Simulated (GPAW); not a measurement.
# Quasiparticle gap of Si2MoN4 (MoSi2N4-type monolayer) in GPAW, part 2 of 2

Aim: the G0W0 gap of Si2MoN4 (MoSi2N4-type monolayer) on LDA, step by step.

GPAW 26.7.0; LDA and many-body steps on it, plane waves. Known limits of the many-body steps: not at the basis limit; no spin-orbit coupling.

So far. Step 4 (Bands along the symmetry lines): The gap is 1.756 eV, as in the run before at this level. Step 5 (Empty states on the mesh, 12×12×1 mesh, 216 bands): On this mesh the gap is 1.756 eV.

## Step 6: Screening and self-energy, 12×12×1 mesh, 96 bands, screening to 48 eV

G0W0 replaces the xc potential by the self-energy, built once from these orbitals. Only a window of levels is corrected, while the sums run over the empty bands that the input names.

This step: G0W0 on LDA, plane waves, PAW.

run.py reads:

```python
import json
import numpy as np
from gpaw.mpi import world
from gpaw.response.g0w0 import G0W0

gw = G0W0('full.gpw',
    filename='gw',
    kpts=[0, 9],
    bands=(19, 23),
    ecut=48,
    nbands=96,
    truncation='2D',
    integrate_gamma='sphere',
    q0_correction=True,
    frequencies={'type': 'nonlinear', 'domega0': 0.15, 'omega2': 15.0},
    eta=0.1,
    nblocksmax=True)
gw.calculate()
res = {mode: {k: v for k, v in r.items() if k != 'sigma_eskwn'}
       for mode, r in gw.all_results.items()}

if world.rank == 0:
    with open('result.json', 'w') as f:
        json.dump(res, f, default=lambda x: x.tolist())
```

Started as:

```
> mpirun -n 16 gpaw python run.py
```

Numbers of over 12 decimals in the logs are rounded to 6 here.

What it wrote:

```text
Using integrator: PointIntegrator
NonLinearFrequencyDescriptor(from 0.000 to 99.497 eV, 178 points)
Nonperiodic BCs:  [False False  True]
Using integrator: PointIntegrator
NonLinearFrequencyDescriptor(from 0.000 to 99.497 eV, 178 points)
Nonperiodic BCs:  [False False  True]
Applying analytical 2D correction to W:
    Evaluating Gamma point contribution to W on a 19x19x1 grid
  ___  _ _ _
 |   || | | |
 | | || | | |
 |__ ||_____|
 |___|

BZ k-points: Symmetries present (total): 12

  [... matrices ...]
144 k-points: 12 x 12 x 1 Monkhorst-Pack grid + [1/24,1/24,0.000000]
19 k-points in the irreducible part of the Brillouin zone
       k-points in crystal coordinates                weights
   0:    -0.00000000   -0.00000000    0.00000000          1/144
   1:     0.08333333   -0.00000000    0.00000000          6/144
   2:     0.16666667   -0.08333333    0.00000000          6/144
   3:     0.16666667   -0.00000000    0.00000000          6/144
   4:     0.25000000   -0.08333333    0.00000000         12/144
   5:     0.25000000   -0.00000000    0.00000000          6/144
   6:     0.33333333   -0.16666667    0.00000000          6/144
   7:     0.33333333   -0.08333333    0.00000000         12/144
   8:     0.33333333   -0.00000000    0.00000000          6/144
   9:     0.33333333    0.33333333    0.00000000          2/144
          ...
  18:     0.50000000    0.50000000    0.00000000          3/144

Distributing spins, k-points and bands (1 x 2 x 4) over 2 processes
Number of blocks: 8

Quasi particle states:
k-points (IBZ indices): [0, 9]
Band range: (19, 23)
  [... matrices ...]
Computational parameters:
Plane wave cut-off: 48 eV
Number of bands: 96
Coulomb cutoff: 2D
Broadening: 0.1 eV

fxc modes: GW
Kernel: RPA
Using full-frequency real axis integration
Summing all q:

Calculating screened Coulomb potential
2D Coulomb truncation
NonLinearFrequencyDescriptor(from 0.000 to 99.497 eV, 178 points)
Removing empty qpoint cache files...

Calculating chi0 body with:
    Ground state adapter containing:
    Number of spins: 1
    Number of kpoints: 144
    Number of irreducible kpoints: 19
    Number of completely occupied states: 21
    Number of partially occupied states: 21
    Occupied states memory: 10.901184 M / cpu

    Linear response parametrization:
    q_c: [-2.0816681711721685e-17, -2.0816681711721685e-17, 0.0]
    Number of frequency points: 178
    Planewave cutoff: 48.0
    Number of bands: 96
    Number of planewaves: 111
    Broadening (eta): 0.1
    comm.size: 16
    kncomm.size: 2
    blockcomm.size: 8

    Memory estimate of potentially large arrays:
        chi0_wGG: 4.183079 M / cpu
Integrating chi0 body.

Symmetries of q_c:
    Direct symmetries (Uq -> q): 12
    Indirect symmetries (TUq -> q): 12
In total 24 allowed symmetries.

  [... matrices ...]
19 groups of equivalent kpoints. 86.805556% reduction.

Integral kind: spectral function
Integrating chi0 head and wings.

Symmetries of q_c:
    Direct symmetries (Uq -> q): 12
    Indirect symmetries (TUq -> q): 12
In total 24 allowed symmetries.

  [... matrices ...]
19 groups of equivalent kpoints. 86.805556% reduction.

Integral kind: spectral function wings

Calculating chi0 body with:
    Ground state adapter containing:
    Number of spins: 1
    Number of kpoints: 144
    Number of irreducible kpoints: 19
    Number of completely occupied states: 21
    Number of partially occupied states: 21
[... the further q-points ...]

Results:
f:      Occupation numbers
eps:     KS-eigenvalues [eV]
vxc:     KS vxc [eV]
exx:     Exact exchange [eV]
sigma:   Self-energies [eV]
dsigma:  Self-energy derivatives
Z:       Renormalization factors
qp:      QP-energies [eV]

k-point 0 (0): (-0.000, -0.000, 0.000)                GW
band       f     eps     vxc     exx   sigma  dsigma       Z      qp
                                                                   GW
  19   1.000   0.272 -17.582 -21.219   3.677  -0.301   0.768   0.302
  20   1.000   2.724 -20.240 -21.027   1.791  -0.292   0.774   3.501
  21   0.000   5.601 -20.557 -15.260  -2.750  -0.308   0.765   7.549
  22   0.000   5.602 -20.557 -15.260  -2.751  -0.308   0.765   7.549

k-point 1 (9): (0.333, 0.333, 0.000)                GW
band       f     eps     vxc     exx   sigma  dsigma       Z      qp
                                                                   GW
  19   1.000   0.387 -17.460 -21.047   3.431  -0.298   0.771   0.267
  20   1.000   2.320 -20.307 -20.832   1.656  -0.287   0.777   3.199
  21   0.000   4.481 -21.882 -17.371  -2.011  -0.293   0.774   6.415
  22   0.000   6.966 -22.614 -16.070  -3.850  -0.366   0.732   8.939
```

Elapsed: 3.4 min, on 16 MPI ranks of Arm Neoverse V2, shared host; peak memory 7.7 GiB; 50 min of CPU time.

This step gave:

```yaml
g0w0_gap_on_the_points_computed: 2.914 eV
least_direct_g0w0_gap_on_the_computed_points: 3.216 eV
z_at_the_valence_top: 0.7737
z_at_the_conduction_bottom: 0.7735
starting_gap_on_the_mesh: 1.756 eV
k_of_the_valence_top: 0, 0, 0
k_of_the_conduction_bottom: 0.3333, 0.3333, 0
```

The gap on the mesh goes from 1.76 eV to 2.91 eV, a correction of +1.16 eV.

Limits: finite bands, cutoff and mesh; no spin-orbit coupling. v1 is the top filled band, c1 the lowest empty one. The levels before and after the correction (eV, zero at the valence-band top of each column):

|  | conduction bottom | valence top |
| --- | --- | --- |
| Kohn-Sham | 1.76 | 0.00 |
| G0W0 | 2.91 | 0.00 |

|  | level | energy (eV) |
| --- | --- | --- |
| Kohn-Sham | Γ v2 | -2.453 |
| Kohn-Sham | Γ v1 | 0.000 |
| Kohn-Sham | Γ c1-c2 | 2.877 |
| Kohn-Sham | (0.333 0.333 0) v2 | -2.337 |
| Kohn-Sham | (0.333 0.333 0) v1 | -0.405 |
| Kohn-Sham | (0.333 0.333 0) c1 | 1.756 |
| Kohn-Sham | (0.333 0.333 0) c2 | 4.242 |
| G0W0 | Γ v2 | -3.199 |
| G0W0 | Γ v1 | 0.000 |
| G0W0 | Γ c1-c2 | 4.048 |
| G0W0 | (0.333 0.333 0) v2 | -3.234 |
| G0W0 | (0.333 0.333 0) v1 | -0.302 |
| G0W0 | (0.333 0.333 0) c1 | 2.914 |
| G0W0 | (0.333 0.333 0) c2 | 5.438 |

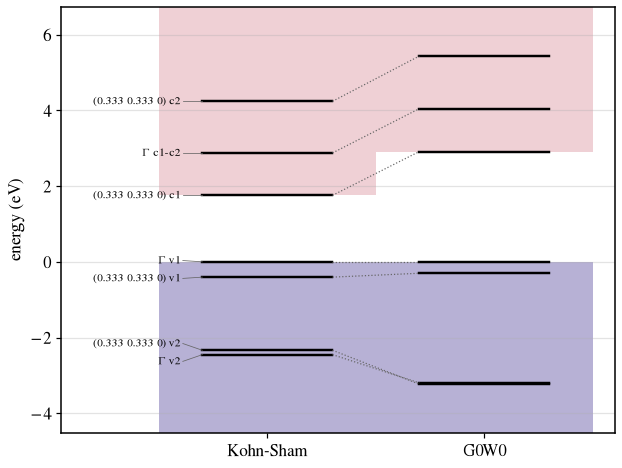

Levels before and after the correction. Shaded: valence and conduction bands.

## Step 7: Where the time went

Times are wall times on 16 MPI ranks of Arm Neoverse V2, shared host, good to a factor of about two.

| step | time | share | memory (GiB) |
| --- | --- | --- | --- |
| relaxation | 54 s | 15 % | 3.7 |
| ground state | 11 s | 3 % | 2.6 |
| bands along the symmetry lines | 13 s | 4 % | 3.4 |
| empty states on the mesh | 80 s | 22 % | 3.2 |
| screening and self-energy | 3.4 min | 57 % | 7.7 |

## Step 8: What came out

```json
{
  "LDA gap": "1.76 eV, indirect",
  "G0W0 gap on the mesh": "2.91 eV",
  "GW settings": "12×12×1 mesh, 96 bands, screening to 48 eV, full frequency, Hilbert transform",
  "known limits": "not at the basis limit; no spin-orbit coupling"
}
```

**Reading.** G0W0 moves the gap on the mesh from 1.76 eV to 2.91 eV (+1.16 eV), with Z of 0.77 and 0.77 at the edges. Only 2 of the mesh's irreducible points were corrected, so a valley elsewhere could overtake. The dearest step here is «screening and self-energy». Bands and cutoff are finite, so the gap is not at the basis limit. The miss can reach some tenths of an eV and take either sign; the mesh is an error of its own. These stock PAW sets were not made for GW. In the G0W0 run levels were corrected at 2 k points alone, so a gap called «on the mesh» is the least over those, and an edge elsewhere would be missed. The many-body steps are scalar-relativistic: spin-orbit coupling is not in them.

[Paths, hosts, dates, memory and timing lines, banners, echoed tables and standing remarks are left out of the program output.]

[Logs are printed without paths, hosts, clocks, repeated set-up lines and the standing remarks that a program may print on its own settings, such as how far it seeks lower states.]

[Runs of the session that timed out or met a known fault of the program may be left out.]

[Hosts, paths, dates, database ids (printed as entryN), source tags and the programs' standing remarks are cut or masked in the printed files.]
